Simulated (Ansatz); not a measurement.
Consider PbSe in the rock salt structure (space group Fm-3m, No. 225; a = 6.102 Å).

The change: every lattice vector is stretched by 1.00 %, atoms relaxed at fixed cell.

Calculations: PBEsol (Ansatz, a quantum-chemistry and plane-wave program; PAW; 420 eV plane waves; without spin-orbit coupling).

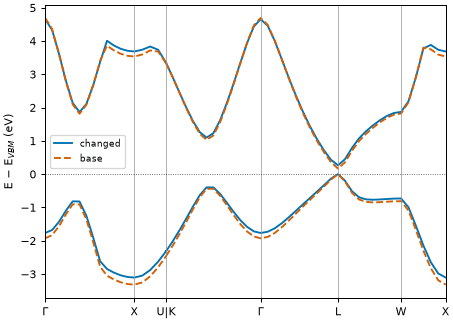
Figure. Highest valence and lowest conduction band along the path, each from its own valence-band maximum

The gap is 0.27 eV, direct at L; the base has 0.17 eV.

With Pb present, leaving out spin-orbit coupling can change the band edges. The cells carry an imposed strain or load. Stability against distortions was not tested. The zero or small gap of PbSe can change with the level of theory.
